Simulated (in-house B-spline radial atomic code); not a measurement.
# RPA and GW calculation for Fe³⁺

System: Fe³⁺, configuration [Ar] 3d5.
Method: RPA, second-order and SOSEX correlation energies and G0W0 (contour deformation) on a non-relativistic mean field, all electrons, B-spline basis (in-house B-spline radial atomic code).

## Input file
```
Z = 26
electrons = 23.0
configuration = [Ar] 3d5
hamiltonian = nr
method = oep
lmax = 9
spin_polarised = True
box_radius = 14.14
intervals = 71
```

Hardware: 1 thread of AMD EPYC (Zen 3), 192 GiB of memory available, shared host.

The run was one of a batch that the task file lists, launched with:
```bash
python <driver script> task.json out
```

The program writes its results to a structured record and prints no log; tables and figures of this report are taken from that record.

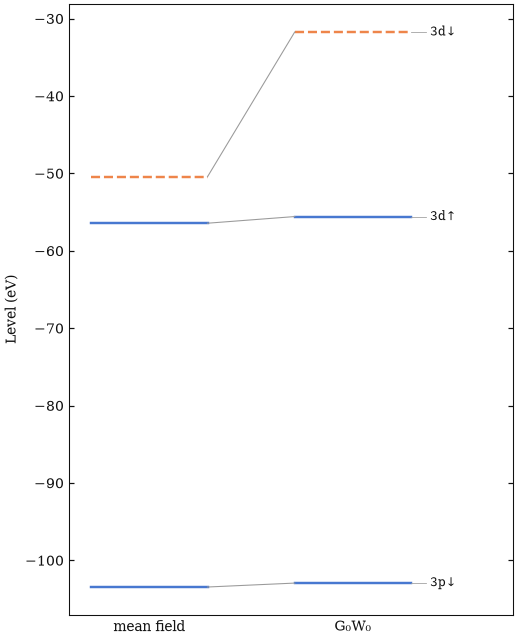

Mean-field and G₀W₀ levels (solid occupied, dashed empty) for Fe³⁺ ([Ar] 3d⁵). All-electron spherical atom, non-relativistic, exchange-only OEP start, no spin-orbit coupling, Breit or QED terms; computed with a B-spline radial code. The quasi-particle equation is solved at full frequency; levels of low quasi-particle weight Z are left out. Σ columns are in eV, and Σc holds an estimate for the angular momenta beyond the basis. G₀W₀ moves the highest occupied level, 3d↑, from −56.43 to −55.57 eV (renormalisation factor Z = 0.95). The empty level 3d↓ goes from −50.43 to −31.72 eV.

```
Level  Mean field (eV)  Σx − vxc (eV)  Σc (eV)     Z  G₀W₀ (eV)
  3d↓           −50.43          25.14    −6.43  0.90     −31.72
  3d↑           −56.43           0.00     0.86  0.95     −55.57
  3p↓          −103.44           0.00     0.51  0.94    −102.93
```

## Key numbers

| quantity | value |
| --- | --- |
| outcome | converged |
| mean-field total energy | −1260.61138 hartree |
| total energy with exact exchange alone | −1260.61138 hartree |
| exact exchange energy | −53.72139 hartree |
| RPA correlation, extrapolated in the angular momentum of the empty orbitals | −1.55906 hartree |
| RPA correlation, as summed | −1.54395 hartree |
| direct second-order term | −1.78514 hartree |
| second-order exchange term | 0.58631 hartree |
| SOSEX term | 0.53748 hartree |
| wall time | 4.2 s |

## Remarks

Caveats: relativity is absent.
